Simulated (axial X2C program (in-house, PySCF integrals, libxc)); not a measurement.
**BrNa⁻: relativistic diatomic calculation**

BrNa⁻, single determinant with Ω = 1/2. The distance is the PBE0 minimum at charge −1. Computed at this level: expectation values, HF and Kohn-Sham, two-component X2C with atomic mean-field Coulomb and Gaunt terms, Br dyall-acv3z, Na dyall-av3z (cores contracted) (axial X2C program (in-house, PySCF integrals, libxc)).

## Output
```
two-component X2C + atomic mean field  PBE0
basis functions 194  fitting functions 1007  grid points 5082
iter        total energy     max residual
   1      -2767.567497153     1.21e+00
   2      -2767.655792337     4.24e-03
   3      -2767.655811833     1.60e-03
   4      -2767.655857565     4.03e-04
   5      -2767.655858154     2.76e-04
   6      -2767.655858659     4.06e-05
   7      -2767.655858733     2.78e-05
   8      -2767.655858761     1.21e-05
   9      -2767.655858769     8.36e-06
converged
one-electron -4012.05306846  Coulomb 1276.29887420  exact exchange -26.32612170  xc functional -80.87214289  nuclear repulsion 76.30457910  atomic mean-field constant -1.00797902
```

## Expectation values by level of theory

| quantity | PBE0 | HF | B3LYP | TPSSh | PBE50 |
| --- | --- | --- | --- | --- | --- |
| effective field for an electron dipole moment (GV/cm) | 0.229 | 0.161 | 0.272 | 0.220 | 0.209 |
| field gradient at the first nucleus (a.u.) | 0.546 | 0.321 | 0.531 | 0.625 | 0.496 |
| field gradient at the second nucleus (a.u.) | −0.226 | −0.245 | −0.230 | −0.217 | −0.229 |
| A∥/gI, first nucleus (MHz) | 73.8 | 49.5 | 88.4 | 72.8 | 67.4 |
| A∥/gI, second nucleus (MHz) | 215 | 168 | 257 | 192 | 203 |

Each column comes from one determinant, in a basis with contracted cores. The spread over the levels shows only part of the uncertainty.

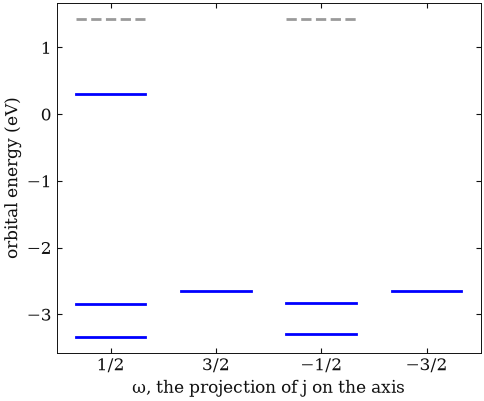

Figure 1. Orbital energies (PBE0) near the frontier at 2.67 Å, filled (solid) and empty (dashed). The highest filled spinor (1/2; 67 % Na s, 26 % Na p) lies at 0.30 eV, the lowest empty one (1/2; 73 % Na p, 26 % Na s) at 1.42 eV. A filled level above zero is held only by the finite basis .

## Input
```
{"zs": [35, 11], "q": -1, "bas": ["dyall-acv3z", "dyall-av3z"], "r0": 2.69, "levels": ["PBE0", "HF", "B3LYP", "TPSSh", "PBE50"], "nst": 3}
```

The line is the task of a batch: nuclear charges, charge, bases, the levels to run, a first guess of the distance and further settings. This report covers the levels named above. The log is that of the reference distance.

Launched within a batch (the task file carries these settings):
```bash
python <driver script> task.json out
```

## Results in brief

- outcome: converged; a filled level lies above zero
- hardware: 1 thread of Intel Xeon (Granite Rapids), 12 GiB of memory available, shared host
- wall time: 4.9 s
- peak memory: 0.39 GiB

## Remarks

The highest filled level (PBE0, up to 0.30 eV) lies above zero. That is common for anions, where the functional's self-interaction leaves the outer electrons unbound; only the finite basis holds them, so such levels depend on it.
